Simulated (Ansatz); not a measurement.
# CHSi (quartet): B2PLYP, RPA-PBE over a scan of the scale of all distances, 6-31G

How well do these functionals follow the top wave-function level for CHSi (quartet) over a scan of the scale of all distances?

The runs use Ansatz 0.2.0, Gaussian basis; 6-31G, all electrons in the functionals, frozen cores in the correlation of double hybrids and RPA.

To be run: B2PLYP, RPA-PBE, at 0.876; 1.000; 1.116; 1.311; 1.491; 1.742; 1.986; 2.381.

18 further runs of the same task are left out: 15 that didn't finish, 3 set aside as unsound or not needed.

### 1 The system

The geometry derives from a PBE0/def2-TZVP stationary point (not a proven minimum). All distances are scaled together.

3 atoms, charge 0, spin multiplicity 4.

Atoms are counted from 1 here; the program's logs count them from 0.

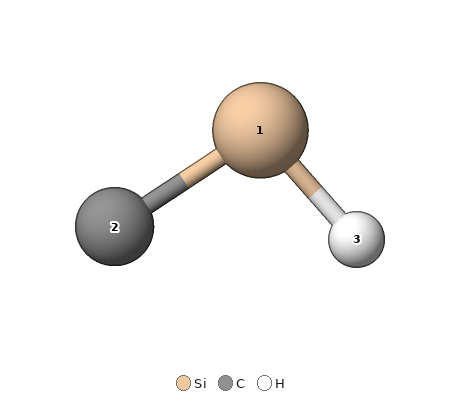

The geometry (silicon light orange, carbon grey, hydrogen white); atoms are numbered from 1 in the order of the file.

Coordinates:

```tsv
atom	x (Å)	y (Å)	z (Å)
Si1	0.0000	-0.0832	0.5272
C2	0.0000	0.0762	-1.3058
H3	0.0000	1.4109	0.8685
```

No dispersion term is added.

The geometry shown and the zero of energy belong to the point 1.000. The yardstick, FCI, and other wave-function levels (R restricted, U unrestricted, valence and pair active spaces) come from earlier runs.

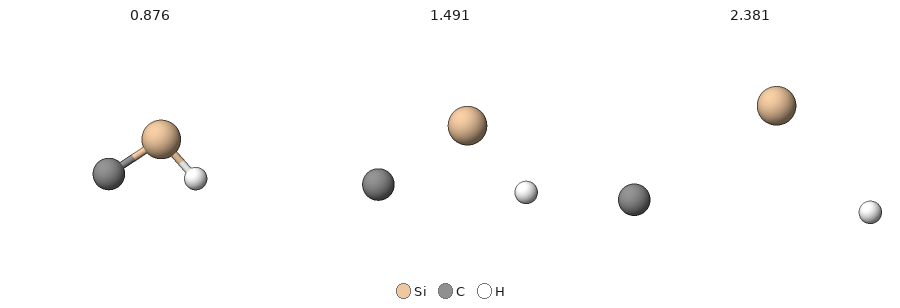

Three points of the scan; sticks are drawn by distance.

### 2 B2PLYP, 0.876

The input, in.yaml:

```yaml
crystal:
  periodic: [false, false, false]
  atoms:
    - {symbol: Si, position_ang: [0.000000, -0.072910, 0.461855]}
    - {symbol: C, position_ang: [0.000000, 0.066771, -1.143840]}
    - {symbol: H, position_ang: [0.000000, 1.235946, 0.760838]}
basis:
  gaussian: {orbitals: 6-31G}
magnetization: {spin_polarized: true, initial_magnetization: 3}
hamiltonian: {xc: {name: B2PLYP}}
correlation: {electrons: outside_noble_gas}
```

Run with:

```console
> ansatz run in.yaml --threads 1 --pin off --events-out ev --progress --plain --max-ram 2393MiB
```

The program printed:

```text
Functional definition: B2PLYP
  name "B2PLYP"
  cite "Grimme, J. Chem. Phys. 124, 034108 (2006) doi:10.1063/1.2148954"
  cite "Becke, Phys. Rev. A 38, 3098 (1988) doi:10.1103/PhysRevA.38.3098"
  cite "Lee, Yang & Parr, Phys. Rev. B 37, 785 (1988) doi:10.1103/PhysRevB.37.785"
  parameter a = 0.53
  parameter c = 0.27
  exchange = (1 - a)*b88_x + a*exact_x
  correlation = (1 - c)*lyp_c + c*(mp2_os + mp2_ss)
299 factors; integrals over basis functions are off by at most 1.6e-4 eV
mean field evaluation 1: about -8913.3908 eV, gradient 1.2e1 eV
mean field evaluation 2: about -8913.3939 eV, gradient 1.2e1 eV
mean field evaluation 4: about -8914.6721 eV, gradient 1.4e0 eV
mean field evaluation 8: about -8914.8029 eV, gradient 1.3e-1 eV
mean field evaluation 16: about -8914.8036 eV, gradient 2.7e-5 eV
mean field -8914.80364778 eV, -327.6129913849 hartree, gradient 6.2e-6 eV, S^2 3.760805; 2 other end points of the search recorded, 0 dependent functions left out
6 core orbitals not correlated: weight in the atoms' cores, before any rotation towards them, 1.000 or more for the frozen orbitals, at most 0.000 for the correlated occupied ones
reference -8914.80375888 eV, -327.6129954679 hartree; 6, 3 occupied and 12, 15 virtual orbitals, 299 factors
second order -2.76640768 eV of doubles, -0.00000000 eV of singles
Total energy: -8915.55068896 eV, -327.6404446418 hartree
```

Run time: 0.96 s. Hardware: 1 thread of Arm Neoverse V1, shared host.

From the report: ⟨S²⟩ of the determinant 3.761 (pure quartet: 3.75).

### 3 B2PLYP, 1.000

The input, in.yaml:

```yaml
crystal:
  periodic: [false, false, false]
  atoms:
    - {symbol: Si, position_ang: [0.000000, -0.083231, 0.527232]}
    - {symbol: C, position_ang: [0.000000, 0.076222, -1.305753]}
    - {symbol: H, position_ang: [0.000000, 1.410897, 0.868536]}
basis:
  gaussian: {orbitals: 6-31G}
magnetization: {spin_polarized: true, initial_magnetization: 3}
hamiltonian: {xc: {name: B2PLYP}}
correlation: {electrons: outside_noble_gas}
```

Launched as before.

The program printed, cut to the lines that bear on the results:

```text
Functional definition: B2PLYP
  name "B2PLYP"
  cite "Grimme, J. Chem. Phys. 124, 034108 (2006) doi:10.1063/1.2148954"
  cite "Becke, Phys. Rev. A 38, 3098 (1988) doi:10.1103/PhysRevA.38.3098"
  cite "Lee, Yang & Parr, Phys. Rev. B 37, 785 (1988) doi:10.1103/PhysRevB.37.785"
[...]
299 factors; integrals over basis functions are off by at most 2.1e-4 eV
[...]
mean field -8916.31810227 eV, -327.6686465608 hartree, gradient 6.1e-6 eV, S^2 3.761542; 2 other end points of the search recorded, 0 dependent functions left out
6 core orbitals not correlated: weight in the atoms' cores, before any rotation towards them, 1.000 or more for the frozen orbitals, at most 0.000 for the correlated occupied ones
reference -8916.31821550 eV, -327.6686507221 hartree; 6, 3 occupied and 12, 15 virtual orbitals, 299 factors
second order -2.87994558 eV of doubles, -0.00000000 eV of singles
Total energy: -8917.09580081 eV, -327.6972264550 hartree
```

Wall time 0.87 s (1 thread of Arm Neoverse V1, shared host).

From the report: ⟨S²⟩ of the determinant 3.762 (pure quartet: 3.75).

### 4 B2PLYP, 1.116

The input, in.yaml:

```yaml
crystal:
  periodic: [false, false, false]
  atoms:
    - {symbol: Si, position_ang: [0.000000, -0.092886, 0.588391]}
    - {symbol: C, position_ang: [0.000000, 0.085064, -1.457220]}
    - {symbol: H, position_ang: [0.000000, 1.574561, 0.969286]}
basis:
  gaussian: {orbitals: 6-31G}
magnetization: {spin_polarized: true, initial_magnetization: 3}
hamiltonian: {xc: {name: B2PLYP}}
correlation: {electrons: outside_noble_gas}
```

Same command.

The program printed, cut to the lines that bear on the results:

```text
Functional definition: B2PLYP
  name "B2PLYP"
  cite "Grimme, J. Chem. Phys. 124, 034108 (2006) doi:10.1063/1.2148954"
  cite "Becke, Phys. Rev. A 38, 3098 (1988) doi:10.1103/PhysRevA.38.3098"
  cite "Lee, Yang & Parr, Phys. Rev. B 37, 785 (1988) doi:10.1103/PhysRevB.37.785"
[...]
299 factors; integrals over basis functions are off by at most 2.2e-4 eV
[...]
mean field -8916.15153168 eV, -327.6625252047 hartree, gradient 7.2e-6 eV, S^2 3.762501; 2 other end points of the search recorded, 0 dependent functions left out
6 core orbitals not correlated: weight in the atoms' cores, before any rotation towards them, 1.000 or more for the frozen orbitals, at most 0.000 for the correlated occupied ones
reference -8916.15164772 eV, -327.6625294690 hartree; 6, 3 occupied and 12, 15 virtual orbitals, 299 factors
second order -3.02795348 eV of doubles, -0.00000000 eV of singles
Total energy: -8916.96919516 eV, -327.6925737833 hartree
```

It took 0.9 s on 1 thread of Arm Neoverse V1, shared host.

From the report: ⟨S²⟩ of the determinant 3.763 (pure quartet: 3.75).

From 1.000: +2.9 kcal/mol.

### 5 B2PLYP, 1.311

The input, in.yaml:

```yaml
crystal:
  periodic: [false, false, false]
  atoms:
    - {symbol: Si, position_ang: [0.000000, -0.109116, 0.691201]}
    - {symbol: C, position_ang: [0.000000, 0.099927, -1.711842]}
    - {symbol: H, position_ang: [0.000000, 1.849686, 1.138651]}
basis:
  gaussian: {orbitals: 6-31G}
magnetization: {spin_polarized: true, initial_magnetization: 3}
hamiltonian: {xc: {name: B2PLYP}}
correlation: {electrons: outside_noble_gas}
```

Launched as before.

The program printed, cut to the lines that bear on the results:

```text
Functional definition: B2PLYP
  name "B2PLYP"
  cite "Grimme, J. Chem. Phys. 124, 034108 (2006) doi:10.1063/1.2148954"
  cite "Becke, Phys. Rev. A 38, 3098 (1988) doi:10.1103/PhysRevA.38.3098"
  cite "Lee, Yang & Parr, Phys. Rev. B 37, 785 (1988) doi:10.1103/PhysRevB.37.785"
[...]
299 factors; integrals over basis functions are off by at most 2.2e-4 eV
[...]
mean field -8914.76443375 eV, -327.6115502961 hartree, gradient 3.8e-6 eV, S^2 3.763747; 6 other end points of the search recorded, 0 dependent functions left out
6 core orbitals not correlated: weight in the atoms' cores, before any rotation towards them, 1.000 or more for the frozen orbitals, at most 0.000 for the correlated occupied ones
reference -8914.76455613 eV, -327.6115547933 hartree; 6, 3 occupied and 12, 15 virtual orbitals, 299 factors
second order -3.26803115 eV of doubles, -0.00000000 eV of singles
Total energy: -8915.64692454 eV, -327.6439812342 hartree
```

Run time: 1.2 s. Hardware: 1 thread of Arm Neoverse V1, shared host.

From the report: ⟨S²⟩ of the determinant 3.764 (pure quartet: 3.75).

From 1.000: +33.4 kcal/mol.

### 6 B2PLYP, 1.491

The input, in.yaml:

```yaml
crystal:
  periodic: [false, false, false]
  atoms:
    - {symbol: Si, position_ang: [0.000000, -0.124097, 0.786103]}
    - {symbol: C, position_ang: [0.000000, 0.113647, -1.946878]}
    - {symbol: H, position_ang: [0.000000, 2.103648, 1.294987]}
basis:
  gaussian: {orbitals: 6-31G}
magnetization: {spin_polarized: true, initial_magnetization: 3}
hamiltonian: {xc: {name: B2PLYP}}
correlation: {electrons: outside_noble_gas}
```

The command is unchanged.

The program printed, cut to the lines that bear on the results:

```text
Functional definition: B2PLYP
  name "B2PLYP"
  cite "Grimme, J. Chem. Phys. 124, 034108 (2006) doi:10.1063/1.2148954"
  cite "Becke, Phys. Rev. A 38, 3098 (1988) doi:10.1103/PhysRevA.38.3098"
  cite "Lee, Yang & Parr, Phys. Rev. B 37, 785 (1988) doi:10.1103/PhysRevB.37.785"
[...]
299 factors; integrals over basis functions are off by at most 1.7e-4 eV
[...]
mean field -8913.39992627 eV, -327.5614055710 hartree, gradient 2.9e-6 eV, S^2 3.890758; 7 other end points of the search recorded, 0 dependent functions left out
6 core orbitals not correlated: weight in the atoms' cores, before any rotation towards them, 1.000 or more for the frozen orbitals, at most 0.000 for the correlated occupied ones
reference -8913.40005116 eV, -327.5614101604 hartree; 6, 3 occupied and 12, 15 virtual orbitals, 299 factors
second order -2.75634917 eV of doubles, -0.00000000 eV of singles
Total energy: -8914.14426543 eV, -327.5887595306 hartree
```

It took 3 s on 1 thread of Arm Neoverse V1, shared host.

From the report: ⟨S²⟩ of the determinant 3.891 (pure quartet: 3.75).

From 1.000: +68.1 kcal/mol.

### 7 B2PLYP, 1.742

The input, in.yaml:

```yaml
crystal:
  periodic: [false, false, false]
  atoms:
    - {symbol: Si, position_ang: [0.000000, -0.144988, 0.918438]}
    - {symbol: C, position_ang: [0.000000, 0.132779, -2.274622]}
    - {symbol: H, position_ang: [0.000000, 2.457783, 1.512990]}
basis:
  gaussian: {orbitals: 6-31G}
magnetization: {spin_polarized: true, initial_magnetization: 3}
hamiltonian: {xc: {name: B2PLYP}}
correlation: {electrons: outside_noble_gas}
```

Launched as before.

The program printed, cut to the lines that bear on the results:

```text
Functional definition: B2PLYP
  name "B2PLYP"
  cite "Grimme, J. Chem. Phys. 124, 034108 (2006) doi:10.1063/1.2148954"
  cite "Becke, Phys. Rev. A 38, 3098 (1988) doi:10.1103/PhysRevA.38.3098"
  cite "Lee, Yang & Parr, Phys. Rev. B 37, 785 (1988) doi:10.1103/PhysRevB.37.785"
[...]
299 factors; integrals over basis functions are off by at most 1.6e-4 eV
[...]
mean field -8912.41681410 eV, -327.5252768651 hartree, gradient 2.9e-6 eV, S^2 4.377374; 12 other end points of the search recorded, 0 dependent functions left out
6 core orbitals not correlated: weight in the atoms' cores, before any rotation towards them, 1.000 or more for the frozen orbitals, at most 0.000 for the correlated occupied ones
reference -8912.41694994 eV, -327.5252818573 hartree; 6, 3 occupied and 12, 15 virtual orbitals, 299 factors
second order -1.78694731 eV of doubles, -0.00000000 eV of singles
Total energy: -8912.89942572 eV, -327.5430125149 hartree
```

Wall time 6.5 s (1 thread of Arm Neoverse V1, shared host).

From the report: ⟨S²⟩ of the determinant 4.377 (pure quartet: 3.75). The determinant is far from a pure spin state, so its energy mixes those of several spin states (harmless only where they are near-degenerate, as at dissociation).

From 1.000: +96.8 kcal/mol.

### 8 B2PLYP, 1.986

The input, in.yaml:

```yaml
crystal:
  periodic: [false, false, false]
  atoms:
    - {symbol: Si, position_ang: [0.000000, -0.165297, 1.047083]}
    - {symbol: C, position_ang: [0.000000, 0.151377, -2.593225]}
    - {symbol: H, position_ang: [0.000000, 2.802042, 1.724913]}
basis:
  gaussian: {orbitals: 6-31G}
magnetization: {spin_polarized: true, initial_magnetization: 3}
hamiltonian: {xc: {name: B2PLYP}}
correlation: {electrons: outside_noble_gas}
```

Same command.

The program printed, cut to the lines that bear on the results:

```text
Functional definition: B2PLYP
  name "B2PLYP"
  cite "Grimme, J. Chem. Phys. 124, 034108 (2006) doi:10.1063/1.2148954"
  cite "Becke, Phys. Rev. A 38, 3098 (1988) doi:10.1103/PhysRevA.38.3098"
  cite "Lee, Yang & Parr, Phys. Rev. B 37, 785 (1988) doi:10.1103/PhysRevB.37.785"
[...]
300 factors; integrals over basis functions are off by at most 2.2e-4 eV
[...]
mean field -8912.02023152 eV, -327.5107027241 hartree, gradient 1.2e-6 eV, S^2 4.591033; 14 other end points of the search recorded, 0 dependent functions left out
6 core orbitals not correlated: weight in the atoms' cores, before any rotation towards them, 1.000 or more for the frozen orbitals, at most 0.000 for the correlated occupied ones
reference -8912.02037633 eV, -327.5107080458 hartree; 6, 3 occupied and 12, 15 virtual orbitals, 300 factors
second order -1.50047826 eV of doubles, -0.00000000 eV of singles
Total energy: -8912.42550546 eV, -327.5255962668 hartree
```

It took 12 s on 1 thread of Arm Neoverse V1, shared host.

From the report: ⟨S²⟩ of the determinant 4.591 (pure quartet: 3.75). The determinant is far from a pure spin state, so its energy mixes those of several spin states (harmless only where they are near-degenerate, as at dissociation).

From 1.000: +107.7 kcal/mol.

### 9 B2PLYP, 2.381

The input, in.yaml:

```yaml
crystal:
  periodic: [false, false, false]
  atoms:
    - {symbol: Si, position_ang: [0.000000, -0.198173, 1.255339]}
    - {symbol: C, position_ang: [0.000000, 0.181485, -3.108998]}
    - {symbol: H, position_ang: [0.000000, 3.359346, 2.067984]}
basis:
  gaussian: {orbitals: 6-31G}
magnetization: {spin_polarized: true, initial_magnetization: 3}
hamiltonian: {xc: {name: B2PLYP}}
correlation: {electrons: outside_noble_gas}
```

Same command.

The program printed, cut to the lines that bear on the results:

```text
Functional definition: B2PLYP
  name "B2PLYP"
  cite "Grimme, J. Chem. Phys. 124, 034108 (2006) doi:10.1063/1.2148954"
  cite "Becke, Phys. Rev. A 38, 3098 (1988) doi:10.1103/PhysRevA.38.3098"
  cite "Lee, Yang & Parr, Phys. Rev. B 37, 785 (1988) doi:10.1103/PhysRevB.37.785"
[...]
300 factors; integrals over basis functions are off by at most 2.3e-4 eV
[...]
mean field -8911.79289966 eV, -327.5023484323 hartree, gradient 7.4e-9 eV, S^2 4.714755; 18 other end points of the search recorded, 0 dependent functions left out
6 core orbitals not correlated: weight in the atoms' cores, before any rotation towards them, 1.000 or more for the frozen orbitals, at most 0.000 for the correlated occupied ones
reference -8911.79306419 eV, -327.5023544788 hartree; 6, 3 occupied and 12, 15 virtual orbitals, 300 factors
second order -1.36333319 eV of doubles, -0.00000000 eV of singles
Total energy: -8912.16116415 eV, -327.5158819029 hartree
```

It took 23 s on 1 thread of Arm Neoverse V1, shared host.

From the report: ⟨S²⟩ of the determinant 4.715 (pure quartet: 3.75). The determinant is far from a pure spin state, so its energy mixes those of several spin states (harmless only where they are near-degenerate, as at dissociation).

From 1.000: +113.8 kcal/mol.

(Part 1 of 2 ends here.)
